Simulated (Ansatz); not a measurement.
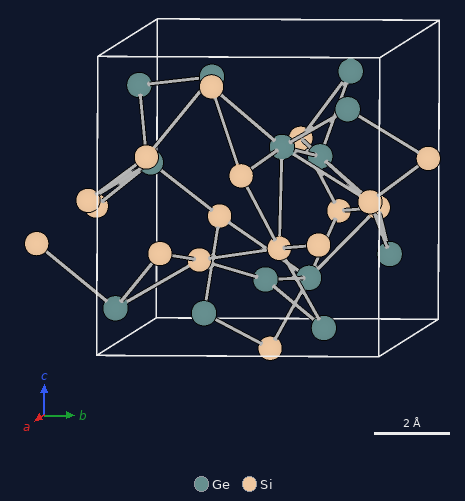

Starting frame of a dynamics run of an amorphous cell of composition Si8Ge13 (21 atoms in the cell). It starts from the last geometry of an earlier run, with fresh velocities. Style: ball-and-stick. Shown: the simulation cell, slightly off an axis. Bonds to atoms that aren't drawn are left out.

The calculation used DFT PBE, scalar-relativistic, plane waves, PAW in Ansatz.

Input
```yaml
crystal:
  lattice:
    - [7.560165, 0.189652, -0.066185]
    - [0.189652, 7.81616, 0.119619]
    - [-0.066185, 0.119619, 8.062796]
  atoms:
    - { symbol: Ge, position: [0.2894251963, 0.6403652614, 0.5795417162] }
    - { symbol: Ge, position: [0.5101971092, 0.7020585889, 0.0334861387] }
    - { symbol: Ge, position: [0.2028944127, 0.0214513174, 0.5455547371] }
    - { symbol: Ge, position: [0.143028931, 0.7164937365, 0.8458365048] }
    - { symbol: Ge, position: [0.3680102767, 0.4644470597, 0.176753633] }
    - { symbol: Ge, position: [0.2896443363, 0.8880736651, 0.2539817373] }
    - { symbol: Ge, position: [0.0228725133, 0.5458604227, 0.1391451723] }
    - { symbol: Ge, position: [0.7771076217, 0.0189825269, 0.1296552635] }
    - { symbol: Ge, position: [0.784454348, 0.8417913215, 0.8000797498] }
    - { symbol: Ge, position: [0.1367902615, 0.1979440905, 0.0333990819] }
    - { symbol: Ge, position: [0.633481646, 0.5771703487, 0.6536891384] }
    - { symbol: Ge, position: [0.4143874028, 0.0242698986, 0.8307042583] }
    - { symbol: Ge, position: [0.5694034799, 0.3147576524, 0.8793256313] }
    - { symbol: Si, position: [0.9722692113, 0.5043280824, 0.5994093952] }
    - { symbol: Si, position: [0.9941120807, 0.7845178825, 0.3720369152] }
    - { symbol: Si, position: [0.6286363336, 0.0953525673, 0.6171821322] }
    - { symbol: Si, position: [0.9461014264, 0.2117070516, 0.33477687] }
    - { symbol: Si, position: [0.6451770157, 0.2881438835, 0.2759442004] }
    - { symbol: Si, position: [0.9061867677, 0.3841932442, 0.8882714693] }
    - { symbol: Si, position: [0.5406946401, 0.8705190425, 0.4599533261] }
    - { symbol: Si, position: [0.7511437452, 0.5938632255, 0.3295430346] }
  symmetry: { detect: false }
basis:
  ecutwfc: 420
  xc_grid: 1
kpoints:
  mp_grid: { grid: [1, 1, 1], shift: [0.25, 0.25, 0.25] }
hamiltonian:
  xc: pbe
scf:
  occupations: { method: fermi_dirac, width: 0.05 }
  lower_state_search: "off"
  convergence: { dr2_threshold: 1.0e-05 }
output:
  forces: true
  stress: true
md:
  timestep: 3.0
  n_steps: 58
  ensemble: nvt_langevin
  friction: 0.015
  temperature: 300.0
  initial_velocities: maxwell_boltzmann
  seed: 87727
```

Command:
```bash
ansatz run input.yaml --threads 2 --pin off --max-ram 5120MiB --backend cpu --events-out ev --progress --plain --runs-dir out
```

> What does the trajectory do?

Over the second half the temperature averages 366 K (spread ±48 K). The potential energy is still drifting at the end, so the run hasn't reached equilibrium. The potential energy in the second half lies on average 70.2 meV per atom below the first frame. The mean pressure there is −3.8 GPa. Root-mean-square distances from the starting positions over the second half, with the common drift of all atoms taken out: Si 0.44 Å, Ge 0.32 Å. The run lasts only 174 fs, too short to tell vibration from diffusion. Bond changes: one Si–Si bond forms at about 120 fs.

Along the run (each row but the first and the last is the mean over the interval that it begins):

```json
{"time (fs)": "0.0", "potential energy (meV/atom)": "0.0", "T (K)": "286", "p (GPa)": "-3.4"}
{"time (fs)": "27.0", "potential energy (meV/atom)": "-31.0", "T (K)": "430", "p (GPa)": "-4.3"}
{"time (fs)": "54.0", "potential energy (meV/atom)": "-45.4", "T (K)": "405", "p (GPa)": "-4.7"}
{"time (fs)": "81.0", "potential energy (meV/atom)": "-55.9", "T (K)": "341", "p (GPa)": "-4.3"}
{"time (fs)": "108.0", "potential energy (meV/atom)": "-69.1", "T (K)": "378", "p (GPa)": "-3.9"}
{"time (fs)": "135.0", "potential energy (meV/atom)": "-77.5", "T (K)": "411", "p (GPa)": "-3.6"}
{"time (fs)": "162.0", "potential energy (meV/atom)": "-76.7", "T (K)": "309", "p (GPa)": "-3.5"}
```

The paths of the atoms:

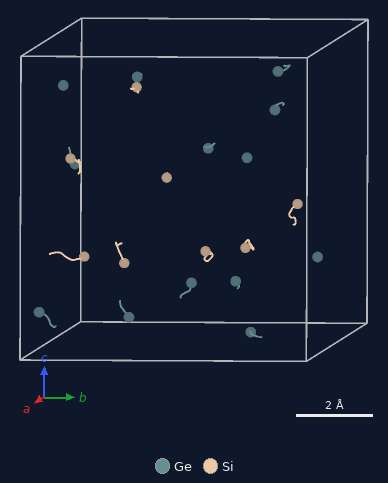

Limits of the set-up: the periodic images lie only 7.6 Å apart, so the values are limited by the cell's size.
